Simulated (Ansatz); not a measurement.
# C2H2F6HfO (SMILES FC(F)(F)C[O][Hf]([F])([F])[F]): what the fields show

```yaml
atoms:
  - { symbol: F, position_ang: [-0.7093, -0.1366, -2.0847] }
  - { symbol: C, position_ang: [-1.4998, -0.0196, -1.0139] }
  - { symbol: F, position_ang: [-2.6641, 0.4994, -1.4131] }
  - { symbol: F, position_ang: [-1.7317, -1.2520, -0.5530] }
  - { symbol: C, position_ang: [-0.8764, 0.8661, 0.0471] }
  - { symbol: O, position_ang: [0.3276, 0.3477, 0.4726] }
  - { symbol: Hf, position_ang: [1.9574, -0.5564, 0.8993] }
  - { symbol: F, position_ang: [1.5933, -2.3059, 1.5540] }
  - { symbol: F, position_ang: [3.0705, -0.6770, -0.6396] }
  - { symbol: F, position_ang: [2.8666, 0.4349, 2.2476] }
  - { symbol: H, position_ang: [-1.5892, 0.9387, 0.8747] }
  - { symbol: H, position_ang: [-0.7450, 1.8607, -0.3909] }
```

Geometry: PBE0-D4/def2-TZVP; core potentials replace the inner electrons of Hf.

These are results of RKS PBE0-D4/def2-TZVPP in Ansatz 0.2.0, not measurements.

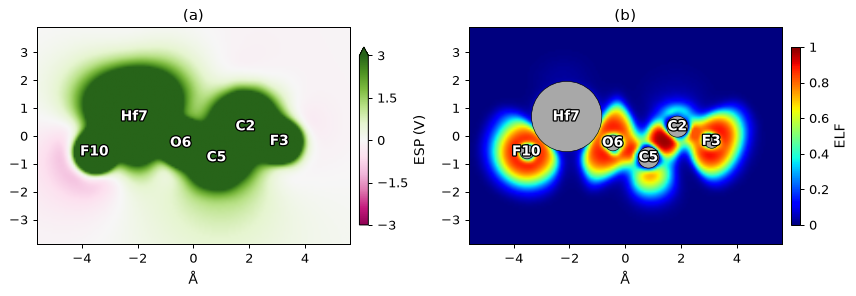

Figure 1. (a) electrostatic potential; (b) electron localisation function on the plane of atoms C2, C5 and O6. Grey discs cover the atomic cores in the ELF map.

Interpret the plot.

Answer.
- The plane passes through C, F, O and Hf nuclei.
- C–F (1.34 Å): the ELF peaks at about 0.80 between the atoms: a shared but strongly polarised pair.
- C–O (1.38 Å): the ELF peaks at about 0.90 between the atoms (a shared but strongly polarised pair).
- C–C (1.52 Å): the ELF peaks at about 1 between the atoms, as expected for a shared electron pair.
- Hf–F (1.90 Å): the ELF peaks at about 0.80 in the valence shell of F, 0.5 Å from its nucleus, and drops to about 0.20 between the two atoms.
- Hf–O (1.91 Å): the ELF peaks at about 0.80 in the valence shell of O, 0.5 Å from its nucleus, and drops to about 0.20 between the two atoms.
- The ELF also peaks beside F3, away from the bonds: lone-pair regions.
- Outside the dense part of the molecule the potential is most negative (−1.0 V) near F10.

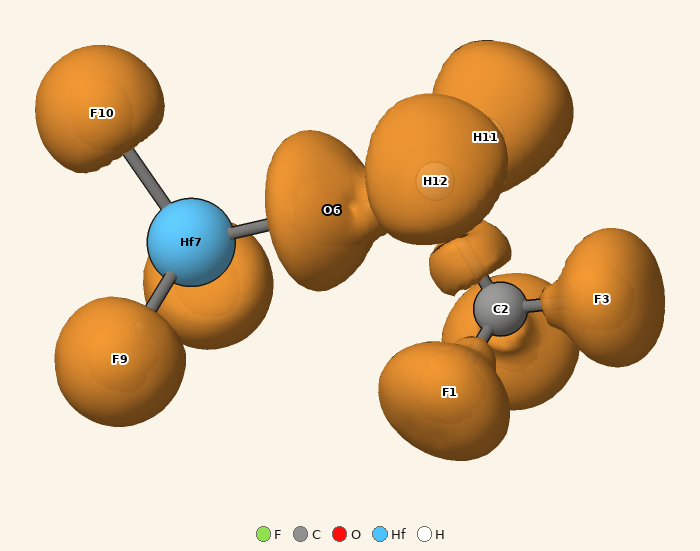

Figure 2. Isosurface of the electron localisation function at 0.75 (orange), seen at a tilt. Only the valence region is drawn (cores and ρ < 0.01 e/Å³ removed).

What do the ELF domains correspond to?

Answer. The surface consists of one region between bonded C–C atoms (shared pairs), two regions around hydrogen nuclei, three regions on F in which the atom's valence shell and bonds are merged, one region on O in which the atom's valence shell and bonds are merged and three regions wrapped around F (the valence shell of each).

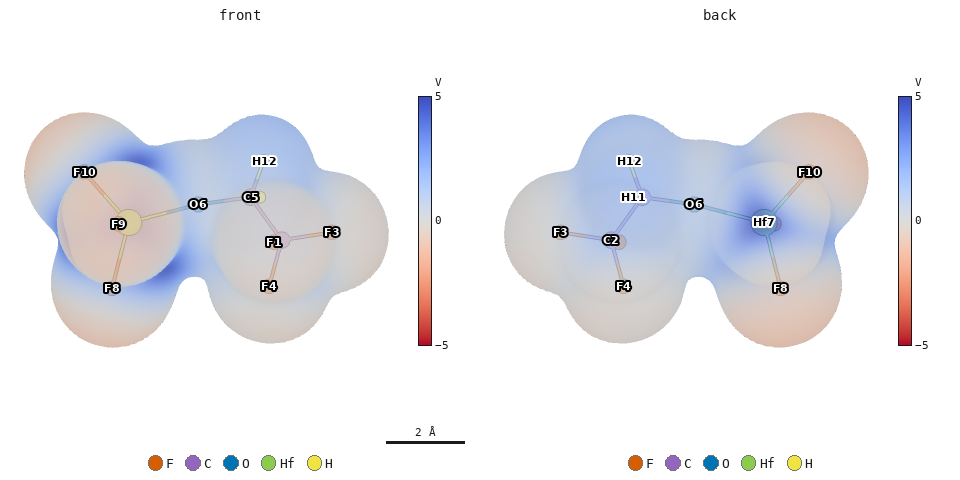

Figure 3. The molecular electrostatic potential painted on the density surface at 0.002 e/bohr³, seen from the front and from behind; red is negative and blue positive.

Where is the surface potential most negative and most positive?

Answer. The most negative region (about −0.9 V, or −21 kcal/mol for a unit charge) lies over F8 and F9, the most positive (about +4.4 V, or +101 kcal/mol for a unit charge) over Hf7.
